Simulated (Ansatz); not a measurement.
## Geometry relaxation of CH5MgSb

System: CH5MgSb, SMILES [CH3][Mg][SbH2].
Method: RKS B3LYP/def2-SVP (Ansatz 0.2.0).

It belongs to a series of runs on one base structure; here: end point B relaxed. Figures and captions count atoms from 1; the log counts them from 0 in places.

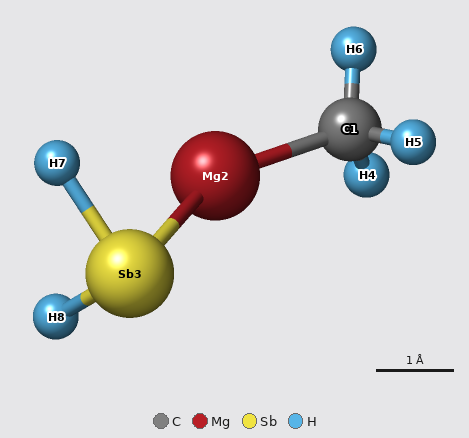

Fig. 1: The starting structure (ball-and-stick view, seen at a tilt; atoms are numbered from 1 in the order of the input). Sticks mark near contacts. Bond lengths as drawn: C–H 1.09 to 1.10 Å, C–Mg 2.12 Å, H–Sb 1.73 Å and Mg–Sb 2.64 Å.

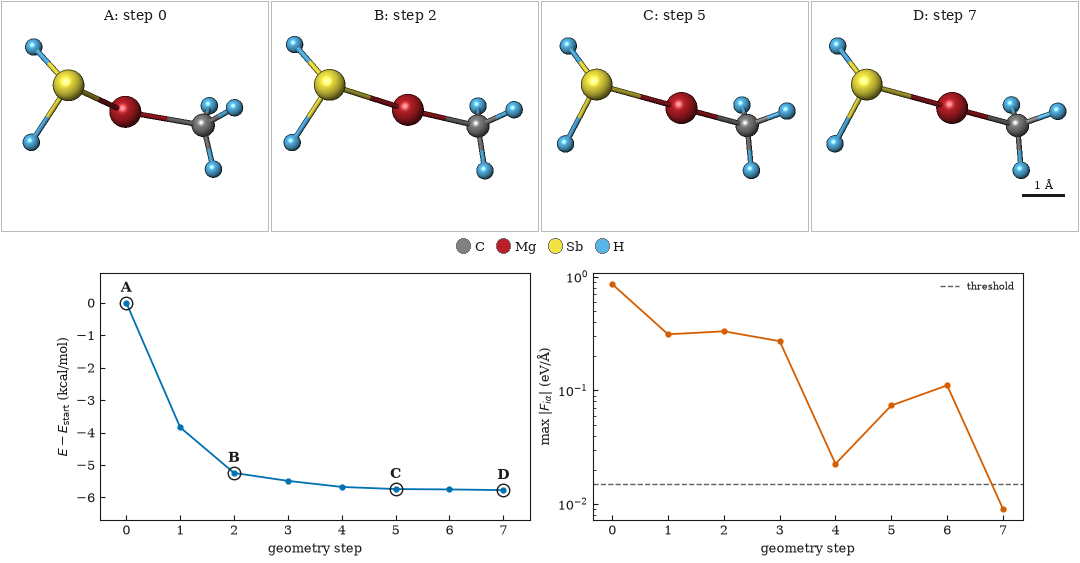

Fig. 2: Frames of the relaxation (ball-and-stick view, seen at a tilt) above the curves, on which the letters mark them (the first geometry is step 0 here and step 1 in the log).

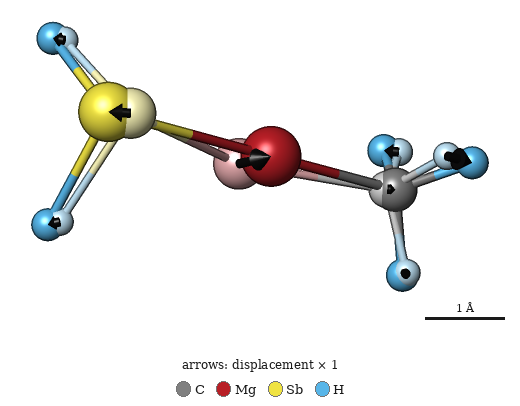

Fig. 3: Start (faint) and end (solid) with the displacements as black arrows, at true length (ball-and-stick view, seen at a tilt). The two geometries are laid on each other by the best rigid fit. The atom that moves furthest after the best rigid fit is Mg2 (0.58 Å). Largest moves by element: Mg 0.58 Å, H 0.43 Å, Sb 0.29 Å, C 0.10 Å. Distances before and after: Mg2–Sb3 2.638 → 2.780 Å, C1–Mg2 2.119 → 2.101 Å, C1–H4 1.094 → 1.105 Å, C1–H5 1.098 → 1.105 Å. Among the angles that change: C1–Mg2–Sb3 148.7° → 179.3°, Mg2–Sb3–H7 79.1° → 86.3°, Mg2–C1–H5 106.5° → 111.9°. After 7 geometry steps the energy has fallen by 5.77 kcal/mol. Largest force component: 0.86 eV/Å at the start, 0.0091 eV/Å at the end. (Atoms are counted from 1 in the order of the input.)

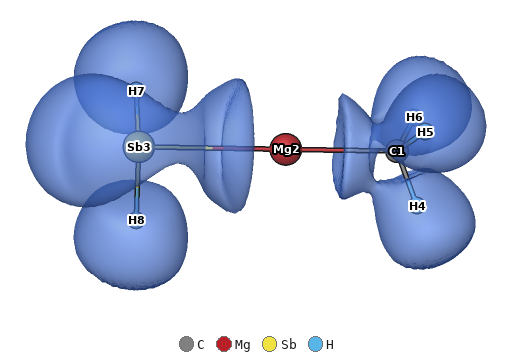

Fig. 4: Isosurface of the ELF at 0.75 (blue), seen face on. Only the valence region is drawn (cores and ρ < 0.01 e/Å³ removed). The ELF exceeds this value in two regions around hydrogen nuclei, one joined region spread over several atoms (C, H, Mg) and one joined region spread over several atoms (Mg, Sb). Values along the shortest contacts: C–Mg (2.10 Å): the ELF peaks at about 0.95 in the valence shell of C, 0.8 Å from its nucleus, and is about 0.70 at the midpoint. Mg–Sb (2.78 Å): the ELF peaks at about 0.85 in the valence shell of Sb, 1.5 Å from its nucleus, and drops to about 0.20 between the two atoms.

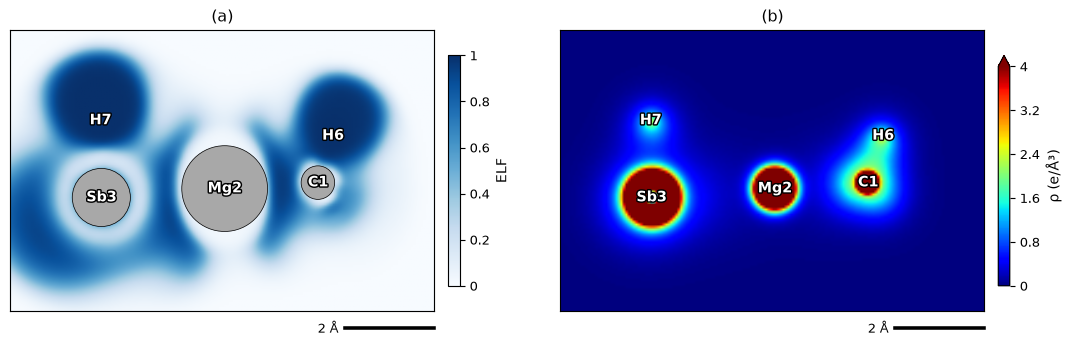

Fig. 5: (a) electron localisation function; (b) total electron density on the plane of atoms Mg2, Sb3 and H7. Grey discs, where drawn, cover atomic cores. C–Mg (2.10 Å): ρ is about 0.46 e/Å³ halfway; the ELF peaks at about 0.95 in the valence shell of C, 0.8 Å from its nucleus, and is about 0.70 at the midpoint. Mg–Sb (2.78 Å): ρ is about 0.33 e/Å³ halfway; the ELF peaks at about 0.85 in the valence shell of Sb, 1.5 Å from its nucleus, and drops to about 0.20 between the two atoms. Sb–H (1.73 Å): ρ at the midpoint is about 1 e/Å³, with its minimum of 0.72 e/Å³ about 1.1 Å from Sb; the ELF climbs to about 1 towards the hydrogen.

The input and output of the run follow.

The input
```yaml
crystal:
  periodic: [false, false, false]
  atoms:
    - { symbol: C, position_ang: [-0.95718, 1.32956, -0.44324] }
    - { symbol: Mg, position_ang: [-0.56205, -0.45977, 0.6199] }
    - { symbol: Sb, position_ang: [1.08878, -2.44582, 1.1562] }
    - { symbol: H, position_ang: [-1.62693, 1.18776, -1.29621] }
    - { symbol: H, position_ang: [0.00448, 1.66928, -0.84987] }
    - { symbol: H, position_ang: [-1.36365, 2.15834, 0.13949] }
    - { symbol: H, position_ang: [0.52214, -2.05214, 2.74765] }
    - { symbol: H, position_ang: [-0.39877, -3.31106, 0.9386] }
basis:
  gaussian: { orbitals: def2-SVP }
hamiltonian:
  xc: b3lyp
relax:
  f_tol: 0.015
  max_steps: 40
output:
  orbitals: {}
```

Command:
```bash
ansatz run input.yaml --threads 1 --pin off --max-ram 2048MiB --backend cpu --events-out ev --progress --plain --runs-dir out
```

What the program printed
```
The last accepted step is kept in [file] (removed where the run ends without a failure and the disk answers)
Engine: ansatz 0.2.0, aarch64-unknown-linux-gnu
Functional definition: B3LYP
  parameter a0 = 0.2
  parameter ax = 0.72
  parameter ac = 0.81
  exchange = (1 - a0 - ax)*slater_x + ax*b88_x + a0*exact_x
  correlation = (1 - ac)*vwn_rpa_c + ac*lyp_c
956 factors; integrals over basis functions are off by at most 3.2e-4 eV
mean field evaluation 1: about -13093.0999 eV, gradient 5.2e1 eV
mean field evaluation 2: about -13078.5622 eV, gradient 7.5e1 eV
mean field evaluation 4: about -13100.3715 eV, gradient 4.5e0 eV
mean field evaluation 8: about -13100.4765 eV, gradient 7.3e-2 eV
mean field evaluation 16: about -13100.4765 eV, gradient 5.8e-5 eV
mean field -13100.47654560 eV, -481.4336332287 hartree, gradient 5.8e-5 eV, S^2 0.000000; 0 other end points of the search recorded, 0 dependent functions left out
the calculation of the forces begins
reference -13100.47681105 eV, -481.4336429839 hartree; 23, 23 occupied and 60, 60 virtual orbitals, 956 factors
relax step   1: F+E_penalty+E_count = -13100.47654560 eV  Δ(F+E_penalty+E_count) = +0.000e0 eV  max|allowed force component| = 8.615e-1 eV/Å  Δτ_max = 0.0000 Å  (26 SCF iters, accepted)
these checks for a lower state are left out or cut short: starts, cluster_reference, orbital_swaps, neighbouring_geometries, increment
956 factors; integrals over basis functions are off by at most 3.4e-4 eV
mean field -13100.64304264 eV, -481.4397518824 hartree, gradient 1.9e-5 eV, S^2 0.000000; 0 other end points of the search recorded, 0 dependent functions left out
the calculation of the forces begins
reference -13100.64331591 eV, -481.4397619246 hartree; 23, 23 occupied and 60, 60 virtual orbitals, 956 factors
relax step   2: F+E_penalty+E_count = -13100.64304264 eV  Δ(F+E_penalty+E_count) = -1.665e-1 eV  max|allowed force component| = 3.115e-1 eV/Å  Δτ_max = 0.1947 Å  (27 SCF iters, accepted)
these checks for a lower state are left out or cut short: starts, cluster_reference, orbital_swaps, neighbouring_geometries, increment
956 factors; integrals over basis functions are off by at most 3.4e-4 eV
mean field -13100.70396872 eV, -481.4419908743 hartree, gradient 9.2e-6 eV, S^2 0.000000; 0 other end points of the search recorded, 0 dependent functions left out
the calculation of the forces begins
reference -13100.70424438 eV, -481.4420010048 hartree; 23, 23 occupied and 60, 60 virtual orbitals, 956 factors
relax step   3: F+E_penalty+E_count = -13100.70396872 eV  Δ(F+E_penalty+E_count) = -6.093e-2 eV  max|allowed force component| = 3.311e-1 eV/Å  Δτ_max = 0.1939 Å  (29 SCF iters, accepted)
these checks for a lower state are left out or cut short: starts, cluster_reference, orbital_swaps, neighbouring_geometries, increment
956 factors; integrals over basis functions are off by at most 3.3e-4 eV
mean field evaluation 32: about -13100.6830 eV, gradient 3.0e-2 eV
mean field -13100.71454750 eV, -481.4423796375 hartree, gradient 1.8e-5 eV, S^2 0.000000; 0 other end points of the search recorded, 0 dependent functions left out
the calculation of the forces begins
reference -13100.71482397 eV, -481.4423897975 hartree; 23, 23 occupied and 60, 60 virtual orbitals, 956 factors
relax step   4: F+E_penalty+E_count = -13100.71454750 eV  Δ(F+E_penalty+E_count) = -1.058e-2 eV  max|allowed force component| = 2.711e-1 eV/Å  Δτ_max = 0.0934 Å  (28 SCF iters, accepted)
these checks for a lower state are left out or cut short: starts, cluster_reference, orbital_swaps, neighbouring_geometries, increment
956 factors; integrals over basis functions are off by at most 3.1e-4 eV
mean field -13100.72266115 eV, -481.4426778084 hartree, gradient 2.0e-5 eV, S^2 0.000000; 0 other end points of the search recorded, 0 dependent functions left out
the calculation of the forces begins
reference -13100.72293686 eV, -481.4426879405 hartree; 23, 23 occupied and 60, 60 virtual orbitals, 956 factors
relax step   5: F+E_penalty+E_count = -13100.72266115 eV  Δ(F+E_penalty+E_count) = -8.114e-3 eV  max|allowed force component| = 2.256e-2 eV/Å  Δτ_max = 0.0561 Å  (28 SCF iters, accepted)
these checks for a lower state are left out or cut short: starts, cluster_reference, orbital_swaps, neighbouring_geometries, increment
956 factors; integrals over basis functions are off by at most 3.1e-4 eV
mean field -13100.72550068 eV, -481.4427821595 hartree, gradient 1.7e-5 eV, S^2 0.000000; 0 other end points of the search recorded, 0 dependent functions left out
the calculation of the forces begins
reference -13100.72577508 eV, -481.4427922434 hartree; 23, 23 occupied and 60, 60 virtual orbitals, 956 factors
relax step   6: F+E_penalty+E_count = -13100.72550068 eV  Δ(F+E_penalty+E_count) = -2.840e-3 eV  max|allowed force component| = 7.361e-2 eV/Å  Δτ_max = 0.1058 Å  (28 SCF iters, accepted)
these checks for a lower state are left out or cut short: starts, cluster_reference, orbital_swaps, neighbouring_geometries, increment
956 factors; integrals over basis functions are off by at most 3.0e-4 eV
mean field -13100.72599984 eV, -481.4428005031 hartree, gradient 2.0e-5 eV, S^2 0.000000; 0 other end points of the search recorded, 0 dependent functions left out
the calculation of the forces begins
reference -13100.72627431 eV, -481.4428105896 hartree; 23, 23 occupied and 60, 60 virtual orbitals, 956 factors
relax step   7: F+E_penalty+E_count = -13100.72599984 eV  Δ(F+E_penalty+E_count) = -4.992e-4 eV  max|allowed force component| = 1.107e-1 eV/Å  Δτ_max = 0.0355 Å  (29 SCF iters, accepted)
these checks for a lower state are left out or cut short: starts, cluster_reference, orbital_swaps, neighbouring_geometries, increment
956 factors; integrals over basis functions are off by at most 3.0e-4 eV
mean field evaluation 64: about -13100.7269 eV, gradient 2.1e-5 eV
mean field -13100.72691063 eV, -481.4428339741 hartree, gradient 2.0e-5 eV, S^2 0.000000; 0 other end points of the search recorded, 0 dependent functions left out
the calculation of the forces begins
reference -13100.72718518 eV, -481.4428440634 hartree; 23, 23 occupied and 60, 60 virtual orbitals, 956 factors
relax step   8: F+E_penalty+E_count = -13100.72691063 eV  Δ(F+E_penalty+E_count) = -9.108e-4 eV  max|allowed force component| = 9.065e-3 eV/Å  Δτ_max = 0.0158 Å  (31 SCF iters, accepted)
956 factors; integrals over basis functions are off by at most 3.0e-4 eV
mean field -13100.72691063 eV, -481.4428339741 hartree, gradient 2.0e-5 eV, S^2 0.000000; 1 other end points of the search recorded, 0 dependent functions left out
the calculation of the forces begins
reference -13100.72718518 eV, -481.4428440634 hartree; 23, 23 occupied and 60, 60 virtual orbitals, 956 factors
Total energy: -13100.72718518 eV, -481.4428440634 hartree
Atom 0 at    -0.934584     1.402000    -0.507670 Å, force    -0.003626     0.004212     0.000885 eV/Å
Atom 1 at    -0.093946    -0.349157     0.291761 Å, force     0.006042    -0.009065     0.002275 eV/Å
Atom 2 at     1.045185    -2.661383     1.332924 Å, force    -0.005299     0.008837    -0.003463 eV/Å
Atom 3 at    -1.714589     1.176628    -1.256748 Å, force     0.000554     0.000471     0.000770 eV/Å
Atom 4 at    -0.177104     2.031647    -1.007777 Å, force     0.000271    -0.001840     0.001037 eV/Å
Atom 5 at    -1.406901     2.022543     0.274767 Å, force     0.000778    -0.000626    -0.002909 eV/Å
Atom 6 at     0.464321    -2.122044     2.871795 Å, force     0.001689     0.000005     0.003151 eV/Å
Atom 7 at    -0.475562    -3.424084     1.013467 Å, force    -0.000409    -0.001992    -0.001745 eV/Å
Dipole moment:    -0.004929     0.174282    -0.119431 e Å
```

Trajectory as extended XYZ (Å, eV, eV/Å), 8 frames, from step=1 to step=8
```
8
Properties=species:S:1:pos:R:3:forces:R:3 step=1 energy=-13100.47655
C    -0.9572    1.3296   -0.4432   -0.1140  -0.3054   0.2721
Mg   -0.5621   -0.4598    0.6199   -0.0555   0.8615  -0.5787
Sb    1.0888   -2.4458    1.1562    0.1624  -0.5451   0.2976
H    -1.6269    1.1878   -1.2962   -0.2348  -0.0961  -0.2745
H     0.0045    1.6693   -0.8499    0.2747   0.0257  -0.0706
H    -1.3637    2.1583    0.1395   -0.1607   0.2852   0.2593
H     0.5221   -2.0521    2.7477    0.1032  -0.0609   0.1253
H    -0.3988   -3.3111    0.9386    0.0246  -0.1649  -0.0306
8
Properties=species:S:1:pos:R:3:forces:R:3 step=2 energy=-13100.64304
C    -0.9950    1.4139   -0.4838   -0.0295  -0.1090   0.0888
Mg   -0.4592   -0.3547    0.4922    0.3115  -0.1973  -0.0251
Sb    1.0791   -2.5863    1.2602   -0.2522   0.2390  -0.0339
H    -1.6774    1.2474   -1.3317   -0.0411   0.0136  -0.0662
H    -0.0294    1.7591   -0.8920    0.0097   0.1678  -0.1091
H    -1.4105    2.2234    0.1344   -0.0194   0.0356   0.0533
H     0.5839   -2.1527    2.8678   -0.0297  -0.1308  -0.0343
H    -0.3846   -3.4739    0.9655    0.0509  -0.0189   0.1265
8
Properties=species:S:1:pos:R:3:forces:R:3 step=3 energy=-13100.70397
C    -0.9778    1.4358   -0.5073    0.2024   0.1098  -0.0513
Mg   -0.2943   -0.3354    0.3920    0.0306  -0.0255   0.0048
Sb    1.0481   -2.6058    1.2904   -0.0353  -0.0163   0.0294
H    -1.7062    1.2480   -1.3164    0.0334   0.0068   0.0013
H    -0.0795    1.9091   -0.9712   -0.3311  -0.0182   0.1007
H    -1.4342    2.1736    0.1807    0.1021  -0.0928  -0.0611
H     0.5493   -2.2286    2.9029    0.0009   0.0221  -0.0074
H    -0.3985   -3.5206    1.0414   -0.0031   0.0141  -0.0165
8
Properties=species:S:1:pos:R:3:forces:R:3 step=4 energy=-13100.71455
C    -0.9595    1.4373   -0.5191    0.1747   0.1740  -0.0894
Mg   -0.2332   -0.3317    0.3555    0.0072   0.0049  -0.0056
Sb    1.0335   -2.6197    1.3084    0.0256  -0.0536   0.0244
H    -1.7107    1.2385   -1.3053    0.0215  -0.0023   0.0204
H    -0.1188    1.9865   -1.0057   -0.2711  -0.1237   0.1492
H    -1.4274    2.1283    0.2090    0.0700  -0.0687  -0.0641
H     0.5368   -2.2330    2.9188   -0.0161   0.0336  -0.0214
H    -0.4138   -3.5302    1.0510   -0.0119   0.0358  -0.0135
8
Properties=species:S:1:pos:R:3:forces:R:3 step=5 energy=-13100.72266
C    -0.9467    1.4270   -0.5188   -0.0096   0.0066  -0.0015
Mg   -0.1829   -0.3378    0.3316    0.0211   0.0027  -0.0106
Sb    1.0374   -2.6371    1.3191    0.0188  -0.0226   0.0062
H    -1.7111    1.2182   -1.2885   -0.0032  -0.0085   0.0067
H    -0.1493    2.0141   -1.0096    0.0022  -0.0102   0.0072
H    -1.4163    2.0871    0.2319   -0.0023  -0.0096   0.0083
H     0.5121   -2.1975    2.9070   -0.0153   0.0196  -0.0117
H    -0.4363   -3.4980    1.0398   -0.0118   0.0220  -0.0046
8
Properties=species:S:1:pos:R:3:forces:R:3 step=6 energy=-13100.72550
C    -0.9421    1.4002   -0.5028    0.0440  -0.0450   0.0111
Mg   -0.1076   -0.3560    0.3056   -0.0056   0.0246  -0.0212
Sb    1.0482   -2.6659    1.3338    0.0736   0.0440  -0.0731
H    -1.7148    1.1805   -1.2606   -0.0007  -0.0010   0.0014
H    -0.1641    2.0088   -0.9979   -0.0136   0.0162  -0.0090
H    -1.4113    2.0367    0.2676   -0.0039  -0.0036   0.0098
H     0.4695   -2.1115    2.8623   -0.0339   0.0010   0.0725
H    -0.4711   -3.4167    1.0044   -0.0599  -0.0362   0.0085
8
Properties=species:S:1:pos:R:3:forces:R:3 step=7 energy=-13100.72600
C    -0.9352    1.4001   -0.5065    0.0057  -0.0206   0.0080
Mg   -0.0807   -0.3498    0.2833   -0.0146   0.0003   0.0106
Sb    1.0515   -2.6613    1.3303   -0.1107  -0.0111   0.0704
H    -1.7158    1.1733   -1.2543    0.0000   0.0033  -0.0008
H    -0.1797    2.0316   -1.0059    0.0064   0.0165  -0.0135
H    -1.4066    2.0172    0.2789   -0.0019  -0.0011   0.0012
H     0.4546   -2.1204    2.8691    0.0518  -0.0037  -0.0561
H    -0.4813   -3.4144    1.0177    0.0633   0.0165  -0.0198
8
Properties=species:S:1:pos:R:3:forces:R:3 step=8 energy=-13100.72691
C    -0.9346    1.4020   -0.5077   -0.0036   0.0042   0.0009
Mg   -0.0939   -0.3492    0.2918    0.0060  -0.0091   0.0023
Sb    1.0452   -2.6614    1.3329   -0.0053   0.0088  -0.0035
H    -1.7146    1.1766   -1.2567    0.0006   0.0005   0.0008
H    -0.1771    2.0316   -1.0078    0.0003  -0.0018   0.0010
H    -1.4069    2.0225    0.2748    0.0008  -0.0006  -0.0029
H     0.4643   -2.1220    2.8718    0.0017   0.0000   0.0032
H    -0.4756   -3.4241    1.0135   -0.0004  -0.0020  -0.0017
```

Summary

| quantity | value |
| --- | --- |
| outcome | converged |
| total energy | −13100.7272 eV |
| mean-field energy | −13100.7272 eV |
| largest force (length of the vector) at the end | 0.011 eV/Å |
| hardware | 1 thread of Arm Neoverse N1, 16 GiB of memory available, shared host |
| wall time | 58 s |
| peak memory | 0.17 GiB |
